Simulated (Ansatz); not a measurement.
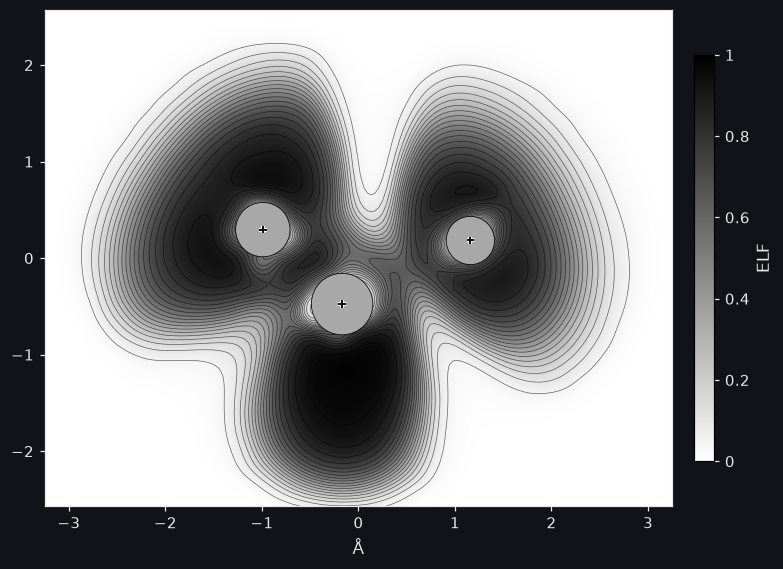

The ELF on a plane through atoms (crosses mark nuclei in the plane; grey discs cover the cores).

Theory: Ansatz, RKS PBE0-D4/def2-TZVPP.

Candidates:
A. InF (SMILES [F][In])
B. AlH (SMILES [AlH])
C. FNO

**Which candidate gave the map?**

Candidate C: FNO on the molecular plane, which holds O, N and F. N–O (1.13 Å): the ELF peaks at about 0.85 between the atoms: a multiple bond. N–F (1.48 Å): the ELF peaks at about 0.75 between the atoms.
